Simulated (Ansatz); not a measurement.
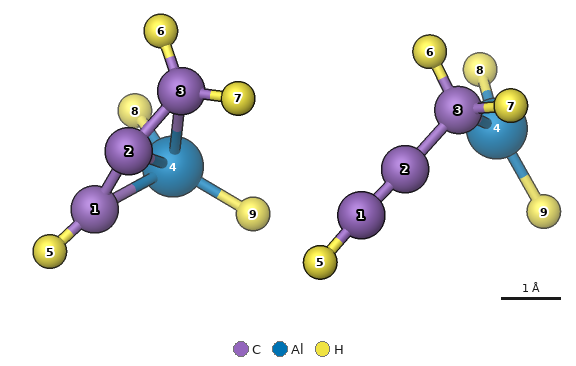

Two geometries of C3H5Al, drawn at one scale. One is the start of a relaxation, the other its converged end. Style: ball-and-stick. Shown from a free direction.

Computed with Ansatz 0.2.0, UKS PBE/cc-pVDZ. Settings: collinear spin; force threshold 0.02 eV/Å; at most 50 steps.

**Which geometry has the lower energy?**

The left one is the relaxed one. The run prepares an end point of a later path (hydrogen shift) calculation, from a guessed geometry. Over 17 accepted moves (20 points after the start) the energy falls by 1.018 eV. The largest force component goes from 7.4 to 0.009 eV/Å. The line search rejected the trial steps at points 13, 16, 18 of the run. The largest move after the best rigid fit is that of H8, 1.25 Å. Largest moves by element: H 1.25 Å, C 1.02 Å, Al 0.93 Å. Among the contacts that change: C1–Al4 3.786 → 2.077 Å, C2–Al4 2.819 → 2.144 Å, C3–Al4 1.927 → 2.374 Å, C1–C2 1.148 → 1.294 Å. New bonds form, among them: C1–Al4 (3.79 → 2.08 Å). Bond angles that change, for instance: C2–C3–Al4 113.0° → 63.4°, C2–C1–H5 177.3° → 135.5°, C1–C2–C3 178.5° → 151.2°. Cost: 21 s on 2 threads of Intel(R) Xeon(R) 6975P-C (Granite Rapids) (shared host), peak memory 0.17 GiB.
